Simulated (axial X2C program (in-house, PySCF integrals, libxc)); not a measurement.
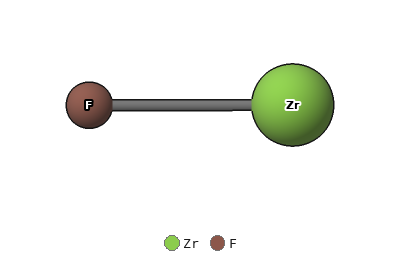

The molecule at the reference distance of 2.141 Å.

## Run report: ZrF, relativistic diatomic calculation

- system: ZrF. The reference is closed-shell ZrF⁻; the roots are the vertical energies to take an electron from it, which leaves states of ZrF. The distance is the PBE0 minimum at charge −1.
- method: EOM-IP-CCSD, two-component X2C with atomic mean-field Coulomb and Gaunt terms, Zr dyall-acv3z, F dyall-av3z (cores contracted) (axial X2C program (in-house, PySCF integrals, libxc))

## Results in brief

- outcome: converged
- HF energy of the reference ZrF⁻: −3694.47750 hartree
- MP2 energy of the reference ZrF⁻: −3695.10851 hartree
- CCSD energy of the reference ZrF⁻ (with the MP2 share of the virtual spinors left out of the coupled-cluster step): −3695.12743 hartree
- CCSD(T) energy of the reference ZrF⁻: −3695.14753 hartree
- T1 diagnostic (spinor form; for a closed shell √2 times the usual value): 0.041
- hardware: 1 thread of Arm Neoverse V2, 112 GiB of memory available, shared host
- wall time: 25 s
- peak memory: 1.2 GiB

## Input file
```
{"zs": [40, 9], "q": 0, "bas": ["dyall-acv3z", "dyall-av3z"], "r0": 2.18, "eom": "ip", "rq": -1, "thr": -2.0, "nmax": 95, "grid": [1, 0.96, 1.045, 0.92, 1.09, 1.15]}
```

The line is the task of a batch: nuclear charges, charge, bases, a first guess of the distance and further settings. This report covers the levels named above. The log is that of the reference distance 2.141 Å.

Launched within a batch (the task file carries these settings):
```bash
python <driver script> task.json out
```

## Log
```
two-component X2C + atomic mean field  HF
basis functions 224  fitting functions 1034  grid points 5080
iter        total energy     max residual
   1      -3691.211882182     4.73e+00
   2      -3694.440741906     5.22e-02
   3      -3694.466185105     1.87e-02
   4      -3694.476325363     3.97e-03
   5      -3694.476869303     1.46e-03
   6      -3694.477063413     1.25e-03
   7      -3694.477207715     6.98e-04
   8      -3694.477294253     5.78e-04
   9      -3694.477317562     5.66e-04
  10      -3694.477343678     5.38e-04
  11      -3694.477380727     4.83e-04
  12      -3694.477429385     3.73e-04
  13      -3694.477479955     1.88e-04
  14      -3694.477492690     9.39e-05
  15      -3694.477496720     2.78e-05
  16      -3694.477497165     1.40e-05
  17      -3694.477497193     9.25e-06
  18      -3694.477497204     5.06e-06
  19      -3694.477497208     1.82e-06
  20      -3694.477497209     8.92e-07
converged
one-electron -5288.87827954  Coulomb 1630.23095088  exact exchange -123.20460575  xc functional 0.00000000  nuclear repulsion 88.97888647  atomic mean-field constant -1.60444926
correlated 20  virtual 324  natural virtual 82  E(MP2) -0.631013227  MP2 remainder -0.101472245
iter   CCSD correlation   residual
   1     -0.526477616   2.02e-01
   2     -0.541780183   1.08e-01
   3     -0.547782168   6.30e-02
   4     -0.547769323   2.87e-02
   5     -0.548061033   1.70e-02
   6     -0.548342722   9.12e-03
   7     -0.548421089   5.54e-03
   8     -0.548467071   3.28e-03
   9     -0.548482427   2.10e-03
  10     -0.548480321   1.22e-03
  11     -0.548473398   7.67e-04
  12     -0.548468600   5.71e-04
  13     -0.548465894   4.56e-04
  14     -0.548465893   3.75e-04
  15     -0.548464437   2.89e-04
  16     -0.548465107   2.04e-04
  17     -0.548464435   1.21e-04
  18     -0.548464272   7.39e-05
  19     -0.548463985   5.16e-05
  20     -0.548463945   3.43e-05
  21     -0.548463556   2.35e-05
  22     -0.548463518   1.60e-05
  23     -0.548463283   1.05e-05
  24     -0.548463236   7.52e-06
  25     -0.548463201   5.85e-06
  26     -0.548463197   4.99e-06
(T) -0.020097272775947524  T1 0.0411  D1 0.1076  max T2 0.172
EOM-IP-CCSD roots
2*Omega      energy/Eh   energy/eV  one-particle weight
    1       0.05815804      1.5826      0.941
    1       0.14053373      3.8241      0.000
    1       0.14637686      3.9831      0.010
    1       0.15426758      4.1978      0.003
    3       0.05705214      1.5525      0.867
    3       0.12705042      3.4572      0.002
    3       0.13350885      3.6330      0.000
    5       0.14267112      3.8823      0.000
```

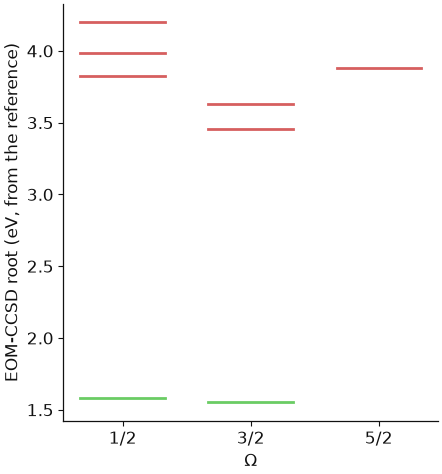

EOM-CCSD roots by Ω at 2.14 Å; roots whose one-particle weight is under 0.8 have the second colour. The lowest has Ω = 3/2 and lies at 1.552 eV, with one-particle weight 0.87. 6 of the 8 roots are less well described at this level.
